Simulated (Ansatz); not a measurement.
Na (bcc, W type)

```yaml
crystal:
  lattice:
    - [-4.19651, 4.19651, 4.19651]
    - [2.09826, -2.09826, 2.09826]
    - [2.09826, 2.09826, -2.09826]
  atoms:
    - { symbol: Na, position: [0.00000, 0.00000, 0.00000] }
    - { symbol: Na, position: [0.50000, 0.00000, 0.00000] }
```

In this cell atom 1 (Na, nearest neighbour Na at 3.634 Å; its periodic images, 3.6 Å or more away, move with it) is moved by u·(0.707, 0.707, 0.000) + v·(0.000, 0.000, 1.000); the rest is frozen.

Level of theory: PBE (plane waves to 420 eV, PAW, scalar-relativistic; Ansatz, an electronic-structure program). k mesh 13×13×13 (Γ-centred), Fermi-Dirac smearing 0.05 eV. E stands for the smeared free energy. Compression counts positive. Points where atoms come too close for the PAW data are left out (x in tables, blank in figures). With partly filled bands, energies and forces of such displacements shift with the k mesh and the smearing. Na was relaxed with its symmetry unable to fall. ΔE is measured from the undisplaced structure. Axes are in Å.

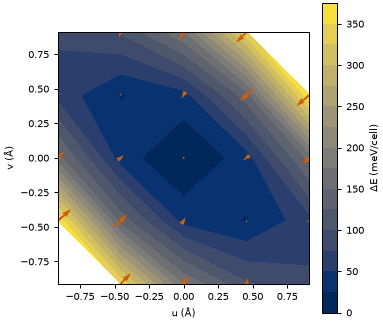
Figure: ΔE (meV/cell) over the plane, with arrows for the in-plane force on the moved atom.

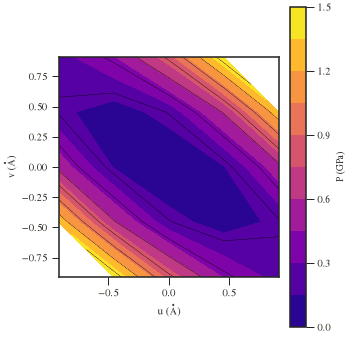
P (GPa) over the 5×5 grid of computed points.

Lowest place on the grid: u = 0.000 Å, v = 0.000 Å (0 meV/cell).

(A displaced cell: forces are minus the slopes of the energy, force constants its curvatures, and phonons follow from these.)
